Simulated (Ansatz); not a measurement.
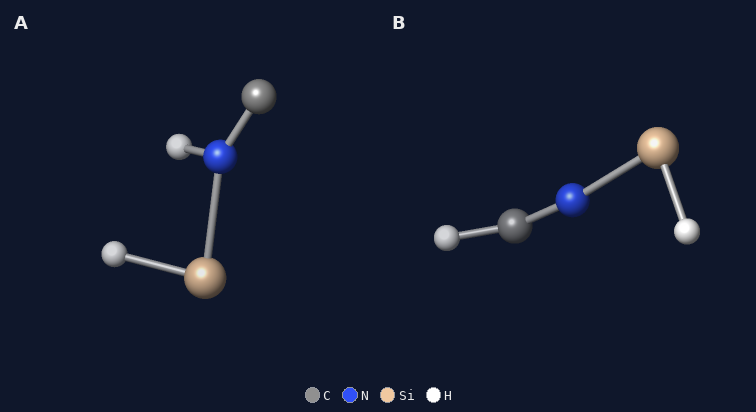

2 stationary structures of one formula. The species is neutral and a spin doublet. Geometries: PBE-D4/def2-SVP. Electronic energies: PBE-D4/def2-SVP (Ansatz 0.2.0), without zero-point energy. No frequency run is at hand to confirm each as a minimum.

Question: Rank them by energy, lowest first.

Answer: B is lowest; A lies 1.925 eV above it (C1).
